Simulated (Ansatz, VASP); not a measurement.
# CuI in two plane-wave programs

Wanted: the spread between two codes on one cell, functional and k mesh.

Method: plane waves, with VASP 6.6.1 beside it; band structure at HSE06 and band structure at r2SCAN-EpsX, in Ansatz 0.2.0.

The database entry behind the starting cell differs from later determinations by our own check (about 0.4 % short), so it need not match the best structure at ambient conditions.

## (1) The starting structure

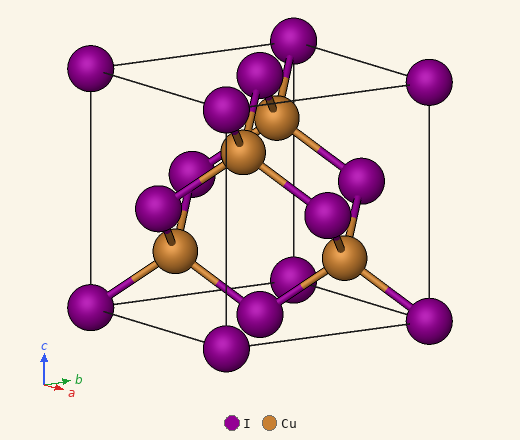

The starting structure, seen from a free direction (iodine purple, copper orange). This picture shows the conventional cell, with its axes. Bonds to atoms that aren't drawn are left out. Some periodic images of atoms are drawn too.

## (2) Ansatz: band structure, HSE06

Ansatz runs on its default PAW (the set named soft_2) files.

The same path points are solved in both programs, so levels can be compared one by one.

input.yaml

```yaml
crystal:
  lattice:
    - [0.0, 3.016, 3.016]
    - [3.016, 0.0, 3.016]
    - [3.016, 3.016, 0.0]
  atoms:
    - { symbol: I, position: [0.0, 0.0, 0.0] }
    - { symbol: Cu, position: [0.75, 0.75, 0.75] }
hamiltonian:
  xc: { exchange: pbe, correlation: pbe, exx: { coeff: 0.25, omega: 0.2 } }
  pseudopotentials: { kind: paw }
kpoints:
  mp_grid: { grid: [4, 4, 4] }
  band_path:
    path:
      - [0.0, 0.0, 0.0]
      - [0.5, 0.0, 0.5]
      - [0.5, 0.22222, 0.72222]
      - [0.40278, 0.34722, 0.75]
      - [0.125, 0.125, 0.25]
      - [0.27778, 0.27778, 0.27778]
      - [0.55556, 0.38889, 0.55556]
      - [0.58333, 0.25, 0.66667]
      - [0.5, 0.30556, 0.69444]
      - [0.48611, 0.48611, 0.52778]
      - [0.625, 0.25, 0.625]
      - [0.5, 0.0, 0.5]
    npoints: 1
scf:
  occupations: { method: gaussian, width: 0.03 }
  n_extra_bands: 7
output:
  forces: true
  stress: true
  eigenvalues: true
```

Run with:

```
$ ansatz run input.yaml --threads 4 --pin off --max-ram 9216MiB --backend cpu --events-out ev --progress --plain --runs-dir out
```

Numbers of over 12 decimals in the logs are rounded to 6 here.

Log:

```text
Warning: output.stress: scf.convergence.dr2_threshold = 1e-7 eV (the SCF's general default) is looser than the 2e-10 eV advised for a printed stress (1e-10 eV for each atom of the cell: 2). What an SCF threshold leaves in a stress goes as its square root, and in the free energy as the threshold itself, and one threshold admits the most on a small cell: [figures from the program's tests cut] Set scf.convergence.dr2_threshold to 2e-10 eV or tighter. The threshold is an SCF's pass mark: one that does not reach it within its budget of iterations ends unconverged, or closes short of it on a stop that the run arms, and scf.convergence.dr2_threshold's page says what that costs each kind of run
Warning: output.stress: scf.exx.energy_threshold = 1e-6 eV is looser than the 2e-8 eV advised for a stress under a hybrid functional (1e-8 eV for each atom of the cell: 2). Every SCF of the exchange loop can meet its threshold on dr2 while the loop round them stops early: no threshold on dr2 bounds what that leaves in the stress. Set scf.exx.energy_threshold to 2e-8 eV or tighter. The threshold is the loop's pass mark: a loop that does not reach it within its budget of cycles ends unconverged, and scf.exx.energy_threshold's page has the law
scf.n_extra_bands = 7 over 18 filled bands (N_el = 36.0): the run solves 25 bands
Engine: ansatz 0.2.0, aarch64-unknown-linux-gnu
Pseudopotentials: kind: paw
Pseudopotential: I, paw, valence charge 17, recommended cutoff 420 eV (normal), I.paw.azcp
Pseudopotential: Cu, paw, valence charge 19, recommended cutoff 420 eV (normal), Cu.paw.azcp
Functional definition: unnamed
  parameter a_1 = 0.25
  parameter omega_1 = 0.2/angstrom
  exchange = pbe_x + (-a_1)*pbe_x_sr(omega_1) + a_1*exact_x_sr(omega_1)
  correlation = pbe_c
Crystal: 2 atoms, lattice volume = 54.869 Å³
Basis set: ecut = 420 eV, 1067 PW (Γ), exchange–correlation on 60×60×60 points (8 copies of the dense FFT grid, shifted against one another)
Bands: 25, of which v1, the nominal top of the filled ones, is band 18 counted from 1 (17 counted from 0)
Symmetry: 24 space group operations
Space group: F-43m (ITA 216), of the structure as read, at distance tolerance 3.8e-5 Å
k-points: 8 of 64 (time reversal used)
Non-local potential: I, projectors of the file, l = 0: 2, l = 1: 2, l = 2: 2, l = 3: 2
Non-local potential: Cu, projectors of the file, l = 0: 3, l = 1: 2, l = 2: 3, l = 3: 1
PAW form: soft (Blöchl's): semilocal exchange-correlation on the pseudo side does not see the compensation charge
PAW frozen core: I, regenerated for the run's functional, and the local potential with it (the file was generated under x = pbe(κ = 0.804, μ = 0.219515), c = pbe(β = 0.066725))
PAW frozen core: Cu, regenerated for the run's functional, and the local potential with it (the file was generated under x = pbe(κ = 0.804, μ = 0.219515), c = pbe(β = 0.066725))
PAW one-centre angular grid: I, 590 points (default); XC on 96 Gauss nodes
PAW one-centre angular grid: Cu, 590 points (default); XC on 64 Gauss nodes
Initial density: superposition of atomic densities (neutral atoms: chi_scale 0, normalization atom), corrected by the library's trained network
Initial wavefunctions: pseudopotential atomic-orbital guess
Functional: x = pbe(κ = 0.804, μ = 0.219515), c = pbe(β = 0.066725), warm-up for x = pbe(κ = 0.804, μ = 0.219515) + 0.25 (exact − pbe) at short range (hse, ω = 0.2 Å⁻¹), c = pbe(β = 0.066725)
SCF iter   1: F=—  HF=-14138.327422 eV  |F-HF|=—  |Δ(HF+E_count)|=         —  Δρ=6.60e-4  dr2=1.36e-4  ethr=1.77e-3  ⟨swp⟩=12.1  Hψ=991  notcnv=0
preconditioner: auto → none  [insulator: Δε(μ)=1.167 eV  Ē_g=11.232 eV  σ=0.030 eV  W_gap=1.00  n_scr=14 (ndim 8)  ℏωp=21.3 eV  f_vac=0.177  D(μ)=0.00/eV (n_scr^D=0)]
SCF iter   2: F=-14138.327677 eV  HF=-14138.327711 eV  |F-HF|=3.39e-5  |Δ(HF+E_count)|=   2.88e-4  Δρ=3.10e-4  dr2=3.65e-5  ethr=3.78e-7  ⟨swp⟩=4.6  Hψ=714  notcnv=0
SCF 1 stopped early in 2 iterations: F = -14138.327677 eV  dr2 = 3.65e-5
  greatest PAW one-centre occupation: 1.000 electrons in one spin orbital (limit 2), on the Cu atom at site 1 (counted from 0), in its partial waves of l = 0
Initial density: handed on by an earlier stage of this run
Initial wavefunctions: those handed on with the density
Functional: x = pbe(κ = 0.804, μ = 0.219515) + 0.25 (exact − pbe) at short range (hse, ω = 0.2 Å⁻¹), c = pbe(β = 0.066725)
Exchange kernel: α = 0.2500, screened, ω = 0.2000 Å⁻¹, Wigner–Seitz truncation, v(0) = 1112.9524 eV·Å³, q-mesh 4×4×4, nearest image of the exchange supercell L = 17.06 Å, pair-density grid 18×18×18, without the augmentation charges, whose exchange is taken in its separable form by FFT convolution over the k-point mesh (sized by the pseudopotential files, 24×24×24 at the most), smooth part of the exact exchange by density-matrix convolution
Frozen-core exchange: fock
SCF iter   1: F=—  HF=-14142.493221 eV  |F-HF|=—  |Δ(HF+E_count)|=         —  Δρ=3.25e-2  dr2=3.94e-1  ethr=1.01e-6  ⟨swp⟩=6.2  Hψ=937  notcnv=0
preconditioner: auto → none  [insulator: Δε(μ)=2.913 eV  Ē_g=13.532 eV  σ=0.030 eV  W_gap=1.00  n_scr=14 (ndim 8)  ℏωp=21.3 eV  f_vac=0.177  D(μ)=0.00/eV (n_scr^D=0)]
SCF iter   2: F=—  HF=-14142.505233 eV  |F-HF|=—  |Δ(HF+E_count)|=   1.20e-2  Δρ=2.78e-2  dr2=2.98e-1  ethr=1.01e-6  ⟨swp⟩=6.0  Hψ=777  notcnv=0
SCF iter   3: F=—  HF=-14142.413036 eV  |F-HF|=—  |Δ(HF+E_count)|=   9.22e-2  Δρ=5.79e-3  dr2=1.39e-2  ethr=1.01e-6  ⟨swp⟩=5.4  Hψ=729  notcnv=0
SCF iter   4: F=—  HF=-14142.425128 eV  |F-HF|=—  |Δ(HF+E_count)|=   1.21e-2  Δρ=2.74e-3  dr2=2.94e-3  ethr=1.01e-6  ⟨swp⟩=4.1  Hψ=648  notcnv=0
iter 5 solved again at ethr=3.48e-8 eV; its pass at ethr=1.01e-6 eV (dr2=1.25e-5 eV) is discarded
SCF iter   5: F=—  HF=-14142.424603 eV  |F-HF|=—  |Δ(HF+E_count)|=   5.24e-4  Δρ=1.56e-4  dr2=3.96e-5  ethr=3.48e-8  ⟨swp⟩=2.0  Hψ=861  notcnv=0
SCF iter   6: F=—  HF=-14142.424826 eV  |F-HF|=—  |Δ(HF+E_count)|=   2.23e-4  Δρ=2.30e-4  dr2=3.25e-5  ethr=3.48e-8  ⟨swp⟩=4.1  Hψ=528  notcnv=0  defer=1
SCF iter   7: F=-14142.424815 eV  HF=-14142.424815 eV  |F-HF|=3.43e-7  |Δ(HF+E_count)|=   1.10e-5  Δρ=2.63e-5  dr2=1.18e-6  ethr=3.48e-8  ⟨swp⟩=4.0  Hψ=433  notcnv=0
SCF 2 stopped early in 7 iterations: F = -14142.424815 eV  dr2 = 1.18e-6
  greatest PAW one-centre occupation: 1.000 electrons in one spin orbital (limit 2), on the Cu atom at site 1 (counted from 0), in its partial waves of l = 1
hybrid outer 1: dexx = +1.503e-2 eV, tail = 9.05e-5 eV
Exchange kernel: α = 0.2500, screened, ω = 0.2000 Å⁻¹, Wigner–Seitz truncation, v(0) = 1112.9524 eV·Å³, q-mesh 4×4×4, nearest image of the exchange supercell L = 17.06 Å, pair-density grid 18×18×18, without the augmentation charges, whose exchange is taken in its separable form by FFT convolution over the k-point mesh (sized by the pseudopotential files, 24×24×24 at the most), smooth part of the exact exchange by density-matrix convolution
Frozen-core exchange: fock
SCF iter   1: F=—  HF=-14142.424658 eV  |F-HF|=—  |Δ(HF+E_count)|=         —  Δρ=1.20e-4  dr2=5.30e-6  ethr=1.26e-6  ⟨swp⟩=4.6  Hψ=460  notcnv=0
preconditioner: auto → none  [insulator: Δε(μ)=2.695 eV  Ē_g=13.157 eV  σ=0.030 eV  W_gap=1.00  n_scr=14 (ndim 8)  ℏωp=21.3 eV  f_vac=0.181  D(μ)=0.00/eV (n_scr^D=0)]
SCF iter   2: F=—  HF=-14142.424658 eV  |F-HF|=—  |Δ(HF+E_count)|=   4.98e-8  Δρ=2.03e-5  dr2=1.57e-7  ethr=1.06e-8  ⟨swp⟩=4.0  Hψ=513  notcnv=0
SCF iter   3: F=—  HF=-14142.424658 eV  |F-HF|=—  |Δ(HF+E_count)|=   3.60e-7  Δρ=7.52e-6  dr2=4.95e-8  ethr=2.73e-10  ⟨swp⟩=4.0  Hψ=531  notcnv=0  defer=1
SCF iter   4: F=-14142.424658 eV  HF=-14142.424658 eV  |F-HF|=4.44e-9  |Δ(HF+E_count)|=   1.56e-8  Δρ=2.23e-6  dr2=2.98e-9  ethr=1.14e-10  ⟨swp⟩=3.1  Hψ=389  notcnv=0  defer=1
SCF 3 converged in 4 iterations: F = -14142.424658 eV  dr2 = 2.98e-9
  Residual-converged pass: ⟨swp⟩=3.0  Hψ=438  notcnv=0  max |occ|·‖R‖ = 2.4e-6 eV (tolerance 2.4e-6 eV)  dr2=3.02e-9  dr2_onsite=3.75e-9  max |Δocc| = 0.0e0
hybrid outer 2: dexx = +4.982e-7 eV, tail = 6.65e-8 eV, Δε = 6.52e-3 eV (about 2.76e-4 eV left of the loop's levels)
NSCF: frozen V_eff on 12 k-points
hybrid SCF converged: 2 outer / 11 inner (+2 warm-up), last move |dexx| = 4.98e-7 eV, tail = 6.65e-8 eV
Stability not checked: this state was not tested for a lower state beside it, because the functional holds exact exchange (a hybrid, or Hartree-Fock), whose exchange loop this test does not read (fock_operator; see scf.lower_state_search)
Free energy (F): -14142.424658 eV
Frozen-core exchange: fock
Harris-Foulkes:  -14142.424658 eV  (|F-HF|=4.44e-9)
Internal energy: -14142.424658 eV  (E = F + TS)
E sigma→0 (E₀):  -14142.424658 eV
Fermi energy:    8.748173 eV
--- Per-component energies (eV) ---
  E_band       = -954.782428
  E_kinetic    = 490.371366
  E_local      = -7612.982895  (includes V_loc(G=0)·N_el)
  E_nonlocal   = 324.254755
  E_hartree    = 3552.307319
  E_xc         = -172.751321
  E_vxc        = -191.997139  (∫ρ·V_xc dr)
  E_exx        = -160.416671  (= α·E_x^exact, valence–valence)
  E_paw        = -6387.144120  (= ΣΔE_a)
  E_vpaw       = -748.215574  (= ΣTr[D̂ρ^β])
  E_aug_tail   = 0.000240  (compensation charges beyond the density's cutoff)
  E_ewald      = -4175.480603
  E_core_change = -0.582723  (= ΣΔE_core)
  E_smearing   = -0.000000  (= −TS)
  E_closure    = -0.000006  (closes the sum)
  Σ components = -14142.424658   (vs F -14142.424658, Δ=0.00e0)
--- Forces (eV/Å), atoms counted from 1 ---
  atom   1  I     -0.00000000     0.00000000     0.00000000
  atom   2  Cu     0.00000000     0.00000000    -0.00000000
  max |Σ_I F_I| component: 4.39e-17 eV/Å
--- Stress (GPa, compression-positive) ---
        1.448183       0.000000      -0.000000
        0.000000       1.448183       0.000000
       -0.000000       0.000000       1.448183
  P = ⅓ Tr σ = 1.4482 GPa (14.482 kbar)
--- Band table (eV; the first three rows and the last of 8) ---
  k-point 0: bands = [... 14 lower, 4.8315, 7.3999, 7.3999, 7.3999, 10.0960, 13.7376, 13.7376, 13.7376, ... 3 higher]
  k-point 1: bands = [... 14 lower, 4.8219, 5.6895, 6.9517, 6.9517, 11.2189, 14.3253, 14.3253, 14.3852, ... 3 higher]
  k-point 2: bands = [... 14 lower, 4.8554, 4.9105, 6.5402, 6.5402, 11.0519, 14.2479, 14.2479, 16.2525, ... 3 higher]
  k-point 7: bands = [... 14 lower, 4.9292, 4.9468, 5.0838, 5.6514, 13.3188, 13.6400, 14.9879, 15.1499, ... 3 higher]
```

It took 25 s on 4 threads of Arm Neoverse V2, shared host; peak memory 0.8 GiB; 90 s of CPU time.

## (3) VASP: band structure, HSE06

The same cell, functional, mesh and smearing now go to VASP, with its own data sets and cutoff.

Lines of VASP's logs that name or quote its potential files are left out, and so is its time.

INCAR

```
SYSTEM = CuI
PREC = Accurate
ENCUT = 350
EDIFF = 1E-06
NELM = 100
ISMEAR = 0
SIGMA = 0.03
LREAL = .FALSE.
ALGO = Normal
LHFCALC = .TRUE.
AEXX = 0.25
GGA = PE
HFSCREEN = 0.2
LASPH = .TRUE.
NBANDS = 15
PRECFOCK = Fast
LORBIT = 11
LWAVE = .FALSE.
LCHARG = .FALSE.
KPAR = 4
```

POSCAR

```
CuI
1.0
    0.0000000000      3.0160000000      3.0160000000
    3.0160000000      0.0000000000      3.0160000000
    3.0160000000      3.0160000000      0.0000000000
I Cu
1 1
Direct
    0.0000000000      0.0000000000      0.0000000000
    0.7500000000      0.7500000000      0.7500000000
```

KPOINTS

```
Automatic mesh
0
Gamma
4 4 4
0 0 0
```

KPOINTS_OPT

```
Line mode
10
Line-mode
Reciprocal
  0.00000000   0.00000000   0.00000000 GAMMA
  0.50000000   0.00000000   0.50000000 X

  0.50000000   0.00000000   0.50000000 X
  0.50000000   0.25000000   0.75000000 W

  0.50000000   0.25000000   0.75000000 W
  0.37500000   0.37500000   0.75000000 K

  0.37500000   0.37500000   0.75000000 K
  0.00000000   0.00000000   0.00000000 GAMMA

  0.00000000   0.00000000   0.00000000 GAMMA
  0.50000000   0.50000000   0.50000000 L

  0.50000000   0.50000000   0.50000000 L
  0.62500000   0.25000000   0.62500000 U

  0.62500000   0.25000000   0.62500000 U
  0.50000000   0.25000000   0.75000000 W

  0.50000000   0.25000000   0.75000000 W
  0.50000000   0.50000000   0.50000000 L

  0.50000000   0.50000000   0.50000000 L
  0.37500000   0.37500000   0.75000000 K

  0.62500000   0.25000000   0.62500000 U
  0.50000000   0.00000000   0.50000000 X
```

Potentials, in the order of the species: I and Cu (PBE family, release 64).

Run with:

```
$ mpirun -np 4 vasp_std
```

Log:

```text
[banner, memory and clock lines left out]
running    4 mpi-ranks, on    1 nodes
 distrk:  each k-point on    1 cores,    4 groups
 distr:  one band on    1 cores,    1 groups

 POSCAR found type information on POSCAR I Cu
 POSCAR found :  2 types and       2 ions
 LDA part: xc-table for (Slater+PW92), standard interpolation
 found WAVECAR, reading the header
 POSCAR, INCAR and KPOINTS ok, starting setup
 FFT: planning ... GRIDC
 FFT: planning ... GRID_SOFT
 FFT: planning ... GRID
 reading WAVECAR
 the WAVECAR file was read successfully
 initial charge from wavefunction
 entering main loop
       N       E                     dE             d eps       ncg     rms          rms(c)
DAV:   1    -0.655552763359E+01   -0.65555E+01   -0.13422E+00   318   0.406E+01    0.343E+00
DAV:   2    -0.642671991273E+01    0.12881E+00   -0.93435E-01   303   0.363E+01    0.315E+00
DAV:   3    -0.644292976020E+01   -0.16210E-01   -0.47433E-02   374   0.252E+00    0.216E+00
DAV:   4    -0.644113028738E+01    0.17995E-02   -0.10323E-02   311   0.376E+00    0.133E+00
DAV:   5    -0.644111121864E+01    0.19069E-04   -0.23927E-03   381   0.969E-01    0.924E-01
DAV:   6    -0.644108437042E+01    0.26848E-04   -0.14487E-04   370   0.286E-01    0.549E-01
DAV:   7    -0.644106970963E+01    0.14661E-04   -0.29972E-05   388   0.156E-01    0.310E-01
DAV:   8    -0.644106814919E+01    0.15604E-05   -0.58081E-06   275   0.168E-02    0.178E-01
DAV:   9    -0.644106889627E+01   -0.74708E-06   -0.23178E-06   296   0.242E-02
   1 F= -.64410689E+01 E0= -.64410689E+01  d E =-.595867E-23
 Start KPOINTS_OPT (optional k-point list driver)
k-point batch [1-8\100]
       N       E                     dE             ncg
DAV:   1     0.937249202583E+03   -0.90677E+03      240
DAV:   2     0.316795150225E+02   -0.90557E+03      247
DAV:   3    -0.334992039282E+02   -0.65179E+02      324
DAV:   4    -0.355059607651E+02   -0.20068E+01      325
DAV:   5    -0.355721536272E+02   -0.66193E-01      355
DAV:   6    -0.355751809584E+02   -0.30273E-02      364
DAV:   7    -0.355752172466E+02   -0.36288E-04      340
DAV:   8    -0.355752175423E+02   -0.29567E-06      260
[...]
k-point batch [97-100\100]
       N       E                     dE             ncg
DAV:   1     0.246536334324E+04   -0.15439E+04      120
DAV:   2     0.206987237309E+04   -0.39549E+03      134
DAV:   3     0.204960284612E+04   -0.20270E+02      148
DAV:   4     0.204904166810E+04   -0.56118E+00      185
DAV:   5     0.204902756801E+04   -0.14100E-01      192
DAV:   6     0.204902740578E+04   -0.16223E-03      192
DAV:   7     0.204902740374E+04   -0.20460E-05      176
DAV:   8     0.204902740370E+04   -0.38223E-07      144
```

Parts of OUTCAR (step 3):

```text
ion  position               nearest neighbor table
   1  0.000  0.000  0.000-   2 2.61   2 2.61   2 2.61   2 2.61
   2  0.750  0.750  0.750-   1 2.61   1 2.61   1 2.61   1 2.61

  LATTYP: Found a face centered cubic cell.
 ALAT       =     6.0320000000

 Subroutine GETGRP returns: Found 24 space group operations
 (whereof 24 operations were pure point group operations)

The static configuration has the point symmetry T_d .

 Found      8 irreducible k-points:

   k-points           NKPTS =      8   k-points in BZ     NKDIM =     64   number of bands    NBANDS=     15

   dimension x,y,z NGX =    28 NGY =   28 NGZ =   28
   dimension x,y,z NGXF=    56 NGYF=   56 NGZF=   56

   ENCUT  =  350.0 eV  25.72 Ry    5.07 a.u.   6.51  6.51  6.51*2*pi/ulx,y,z

   NELECT =      18.0000    total number of electrons

 k-points in reciprocal lattice and weights: Automatic mesh
   0.00000000  0.00000000  0.00000000       0.016
   0.25000000  0.00000000  0.00000000       0.125
   0.50000000  0.00000000  0.00000000       0.062
   0.25000000  0.25000000  0.00000000       0.094
   0.50000000  0.25000000  0.00000000       0.375
  -0.25000000  0.25000000  0.00000000       0.188
   0.50000000  0.50000000  0.00000000       0.047
  -0.25000000  0.50000000  0.25000000       0.094

  exchange ACFDT corr.  =         0.00000000  see jH, gK, PRB 81, 115126

 average (electrostatic) potential at core
       1 -88.5109       2 -57.9583

 E-fermi :   3.8496

 k-point     1 :       0.0000    0.0000    0.0000
  band No.  band energies     occupation
    ...
      5       1.0929      2.00000
      6       1.0929      2.00000
      7       3.6453      2.00000
      8       3.6454      2.00000
      9       3.6454      2.00000
     10       6.2830      0.00000
     11       9.9382      0.00000
     12       9.9382      0.00000
     13       9.9382      0.00000
     14      13.5565      0.00000
    ...

 k-point     2 :       0.2500    0.0000    0.0000
  band No.  band energies     occupation
    ...
      5       1.0835      2.00000
      6       1.0835      2.00000
      7       1.9428      2.00000
      8       3.1977      2.00000
      9       3.1977      2.00000
     10       7.4194      0.00000
     11      10.5250      0.00000
     12      10.5250      0.00000
     13      10.5969      0.00000
     14      13.8584      0.00000
    ...

 k-point     3 :       0.5000    0.0000    0.0000
  band No.  band energies     occupation
    ...
      5       1.1174      2.00000
      6       1.1174      2.00000
      7       1.1714      2.00000
      8       2.7862      2.00000
      9       2.7863      2.00000
     10       7.2582      0.00000
     11      10.4515      0.00000
     12      10.4515      0.00000
     13      12.5008      0.00000
     14      14.5082      0.00000
    ...

  energy-cutoff  :      350.00
  volume of cell :       54.87
      direct lattice vectors                 reciprocal lattice vectors
     0.000000000  3.016000000  3.016000000    -0.165782493  0.165782493  0.165782493
     3.016000000  0.000000000  3.016000000     0.165782493 -0.165782493  0.165782493
     3.016000000  3.016000000  0.000000000     0.165782493  0.165782493 -0.165782493

 POSITION                                       TOTAL-FORCE (eV/Angst)
 -----------------------------------------------------------------------------------
      0.00000      0.00000      0.00000         0.000000     -0.000000     -0.000000
      4.52400      4.52400      4.52400        -0.000000      0.000000      0.000000
 -----------------------------------------------------------------------------------
    total drift:                               -0.000285     -0.000116     -0.000139

  FREE ENERGIE OF THE ION-ELECTRON SYSTEM (eV)
  ---------------------------------------------------
  free  energy   TOTEN  =        -6.4410688963 eV

  energy  without entropy=       -6.4410688963  energy(sigma->0) =       -6.44106890

 total charge
# of ion       s       p       d       tot
------------------------------------------
    1        1.487   2.882   0.045   4.414
    2        0.298   0.261   9.416   9.975
--------------------------------------------------
tot          1.785   3.143   9.461  14.389

[... 3 further parts left out ...]
```

[end of part 1 of 2]

[Lines on the potential files, build, host, timing and source positions are cut from VASP's logs without a mark.]

[Logs are printed without paths, hosts, clocks, repeated set-up lines and the standing remarks that a program may print on its own settings, such as how far it seeks lower states.]

[Hosts, paths, dates, database ids (printed as entryN), source tags and the programs' standing remarks are cut or masked in the printed files.]
